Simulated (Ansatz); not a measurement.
| atom | x (Å) | y (Å) | z (Å) |
| --- | --- | --- | --- |
| F | 2.4575 | -1.5746 | 0.0481 |
| In | 1.7989 | 0.2383 | 0.1426 |
| Cl | 0.1075 | 0.2879 | -1.7244 |
| In | -1.8154 | -0.0323 | -0.1279 |
| F | -2.1770 | -1.9216 | -0.2985 |
| Cl | -0.1322 | 0.0201 | 1.7463 |
| H | 2.6297 | 1.6969 | 0.3129 |
| H | -2.8689 | 1.2852 | -0.0991 |

Geometry: PBE0-D4/def2-TZVP; core potentials replace the inner electrons of In.

All numbers below come from Ansatz, RKS PBE0-D4/def2-TZVPP.

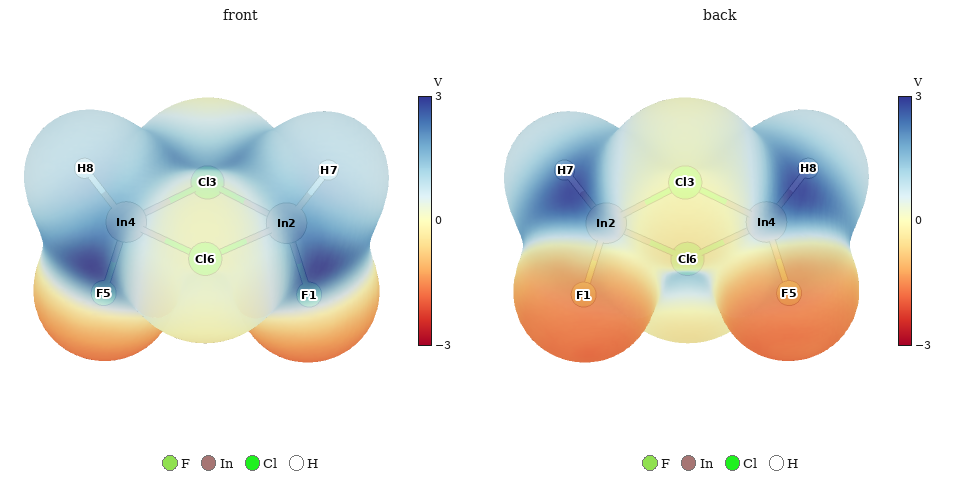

Cl₂F₂H₂In₂ (SMILES [F][InH-]1[Cl+][InH-]([F])[Cl+]1). The electrostatic potential painted on the density surface at 0.002 e/bohr³, seen from the front and from behind; the colour scale runs from red (negative) to blue (positive).

**Where is the surface potential most negative and most positive?**

The most negative region (about −1.7 V) lies over F1 and F5, the most positive (about +2.9 V) over In2 and In4.
